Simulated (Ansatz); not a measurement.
Consider GeHNS.

Input file:

```
crystal:
  periodic: [false, false, false]
  atoms:
    - {symbol: Ge, position_ang: [-2.724122, 0.433292, 2.018054]}
    - {symbol: N, position_ang: [-2.958389, -0.552868, 0.671221]}
    - {symbol: S, position_ang: [-2.701417, 1.965551, 3.303610]}
    - {symbol: H, position_ang: [-2.598404, -1.503047, 0.758631]}
basis:
  gaussian:
    orbitals: def2-TZVPD
hamiltonian:
  xc: {name: PBE0}
output:
  forces: true
  orbitals: {seedname: orbitals}
```

Launched as:

```sh
ansatz run input.yaml --threads 2 --pin off --max-ram 4350MiB --events-out events.jsonl --progress --plain --runs-dir runs
```

Geometry: r2SCAN-D4/def2-TZVP.

Computed with Ansatz 0.2.0, isolated molecule in a Gaussian basis; Kohn-Sham density functional theory, functional PBE0.

What can the converged electron density and electron localisation function tell about the bonding?

Ge–N (1.69 Å): the density is about 1.3 e/Å³ at the midpoint; the ELF peaks at about 0.75 in the valence shell of N, 0.6 Å from its nucleus, and is about 0.40 at the midpoint.
Ge–S (2.00 Å): ρ at the midpoint is about 0.98 e/Å³; the ELF peaks at about 0.75 in the valence shell of S, 0.9 Å from its nucleus, and is about 0.65 at the midpoint.
N–H (1.02 Å): ρ is about 2.8 e/Å³ halfway; the ELF climbs to about 1 towards the hydrogen, as it does in any bond to H (a covalent bond by its length).

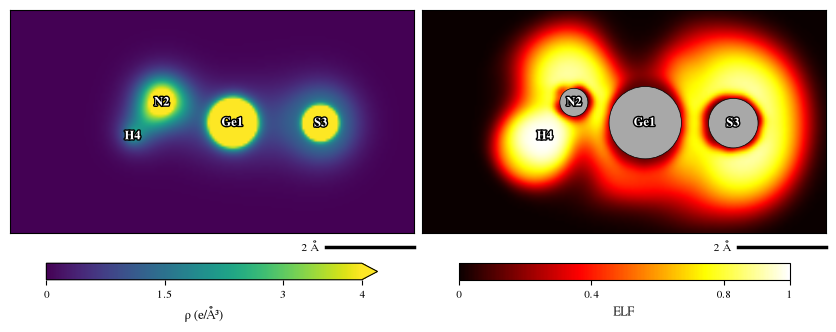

Computed electron density and electron localisation function on the molecular plane, in this order. Grey discs cover the atomic cores in the ELF map. 
